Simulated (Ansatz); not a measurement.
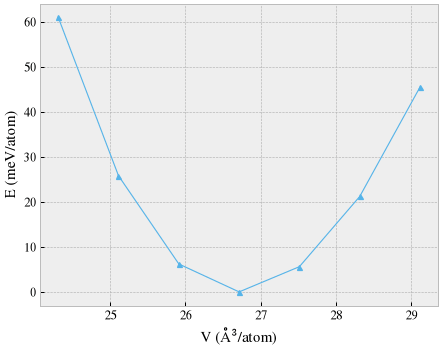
Fig. 1. LaP (rock salt, space group No. 225) under volume change, DFT-PBEsol in the program Ansatz with PAW potentials, scaled uniformly.

What does a third-order Birch–Murnaghan fit give for V₀, B₀ and B′?

V₀ = 26.71 Å³/atom, B₀ = 77.4 GPa, B′ = 3.9.

Space group Fm-3m (rock salt). The workflow started from an entry of the Crystallography Open Database (COD). Its standing as an ambient phase is unchecked. The PBEsol relaxation kept the symmetry of its start; of distortions, only those at the zone centre were tested. Spin–orbit coupling is left out wherever it is not named.

Potentials: the later of the program's two PAW sets.
